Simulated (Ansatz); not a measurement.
The reference is GaN in the wurtzite structure (space group P6_3mc, No. 186; a = 3.1826 Å, c = 5.1854 Å).

Now apply this change: a negative pressure, −1 GPa.

The values are results of Ansatz (a quantum-chemistry and plane-wave program), PBEsol, PAW, cutoff 420 eV, without spin-orbit coupling, not measurements.

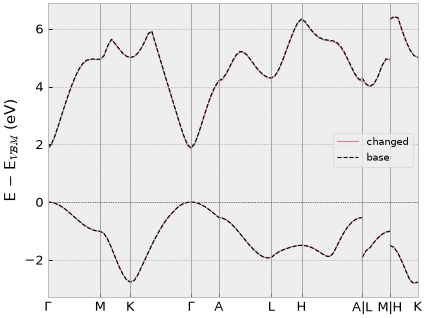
Figure: Highest valence and lowest conduction band along the path, each from its own valence-band maximum

**Question.** Read the changed gap and its character from the plot.

**Answer.** About 1.8 eV, direct at Γ.

Load acts through the strain it causes; cell and atoms are relaxed under it. No phonon test of stability was made.
